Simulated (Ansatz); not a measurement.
The Ansatz input:

```
crystal:
  lattice:
    - [3.1830776067, 0.0, 0.0]
    - [-1.5915388034, 2.7566260697, 0.0]
    - [0.0, 0.0, 25.3958879309]
  atoms:
    - { symbol: Hf, position: [0.3333333333, 0.6666666667, 0.2953234012] }
    - { symbol: "N", position: [0.6666666667, 0.3333333333, 0.3464925509] }
    - { symbol: Hf, position: [0.0, 0.0, 0.3976617006] }
    - { symbol: "N", position: [0.3333333333, 0.6666666667, 0.4488308503] }
    - { symbol: Hf, position: [0.6666666667, 0.3333333333, 0.5] }
    - { symbol: "N", position: [0.0, 0.0, 0.5511691497] }
    - { symbol: Hf, position: [0.3333333333, 0.6666666667, 0.6023382994] }
    - { symbol: "N", position: [0.6666666667, 0.3333333333, 0.6535074491] }
    - { symbol: Hf, position: [0.0, 0.0, 0.7046765988] }
basis:
  ecutwfc: 420
kpoints:
  mp_grid: { grid: [12, 12, 1] }
hamiltonian:
  xc: pbesol
scf:
  occupations: { method: gaussian, width: 0.1 }
output:
  forces: true
  eigenvalues: true
  write_density: true
  write_potential: true
  elf: true
  volumetric_format: npy
efield:
  axis: 3
  dipole_correction: true
  ramp_width: 0.04
```

Launched with:
```bash
ansatz run input.yaml --threads 2 --pin off --max-ram 4096MiB --backend cpu --events-out ev --progress --plain --runs-dir out
```

What does the potential across the slab give for the work function?

The work function is 4.56 eV, the same on both faces. The two vacuum levels agree, so the slab has no net dipole along its normal. The outermost atoms are 10.4 Å apart, which leaves 15.0 Å of vacuum in a cell 25.4 Å high.

The atoms aren't at rest in this cell (largest force 0.8 eV/Å), so the relaxed material can differ. Spin-orbit coupling is left out, which matters for Hf.

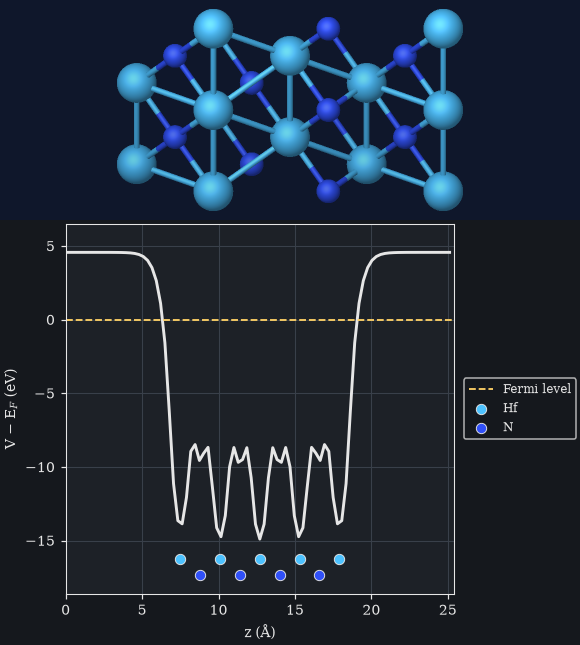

Plane-averaged electrostatic potential energy of an electron across the slab; circles at the bottom mark the heights of the atoms. The structure is drawn too.
